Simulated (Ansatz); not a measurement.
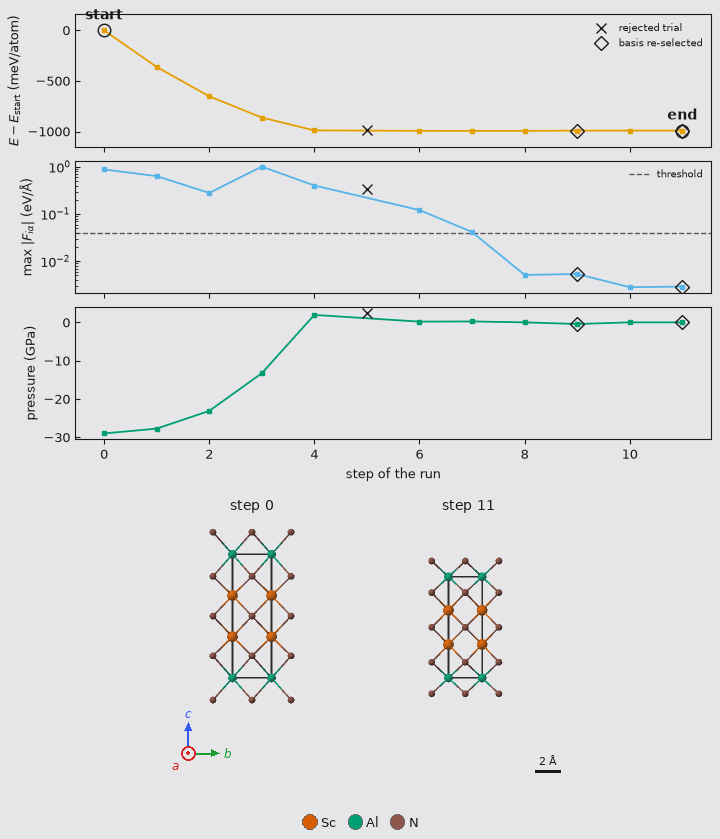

First and last geometry of a relaxation of a crystal of Sc2AlN3 (a generated structure, set up in P4/mmm) (coarse preliminary run), with the history of the run. The picture is a ball-and-stick view of the cell of the calculation, seen along the a axis.

These are results of Ansatz 0.2.0, DFT PBE, scalar-relativistic, plane waves, PAW, not measurements.

Input file:
```yaml
crystal:
  lattice:
    - [3.1659763, 0.0, 0.0]
    - [0.0, 3.1659763, 0.0]
    - [0.0, 0.0, 10.02510732]
  atoms:
    - { symbol: Sc, position: [0.0, 0.0, 0.333442] }
    - { symbol: Sc, position: [0.0, 0.0, 0.666558] }
    - { symbol: Al, position: [0.0, 0.0, 0.0] }
    - { symbol: "N", position: [0.5, 0.5, 0.17872] }
    - { symbol: "N", position: [0.5, 0.5, 0.5] }
    - { symbol: "N", position: [0.5, 0.5, 0.82128] }
basis:
  ecutwfc: 420
kpoints:
  mp_grid: { grid: [6, 6, 2] }
hamiltonian:
  xc: pbe
scf:
  occupations: { method: gaussian, width: 0.1 }
  lower_state_search: "off"
output:
  forces: true
  stress: true
  eigenvalues: true
relax:
  adjacent_minimum: "off"
  f_tol: 0.04
  max_steps: 70
  cell: { stress_tol: 0.4 }
```

Launched with:
```bash
ansatz run input.yaml --threads 1 --pin off --max-ram 2560MiB --backend cpu --events-out ev --progress --plain --runs-dir out
```

What do the curves and the structures tell?

It converged. The largest moves relative to the cell, 0.19 Å, are those of N4 and N6. N6 goes along +c. By element the largest moves are N 0.19 Å, Sc 0.02 Å. Al stays in place. The volume changes by −39.5 %, with a = b 3.166 → 2.724 Å (−14.0 %), c 10.025 → 8.198 Å (−18.2 %). Some distances before and after: Sc1–Al3 3.343 → 2.715 Å, Sc1–Sc2 3.340 → 2.768 Å, Al3–N4 2.867 → 2.313 Å, Sc1–Sc1 3.166 → 2.724 Å. Among the angles between lasting bonds that change: Sc2–N6–Sc2 110.6° → 106.6°. The space group stays P4/mmm (No. 123). The energy falls by 991 meV per atom in 8 accepted moves (11 points after the start). The largest force component goes from 0.88 to 0.0029 eV/Å. Pressure: −28.98 GPa at the start and 0.03 GPa at the end. The line search rejected the trial step at point 5 of the run. The SCF was repeated twice at an unchanged geometry on a basis and grid sized afresh for the cell, which shifted the energy by 2.5 meV per atom at most. The run took 36 s on 1 thread of Arm Neoverse V2 (shared host), peak memory 0.38 GiB.

Limits of the set-up: layers or molecules are held without a dispersion correction, so their spacing is unreliable.
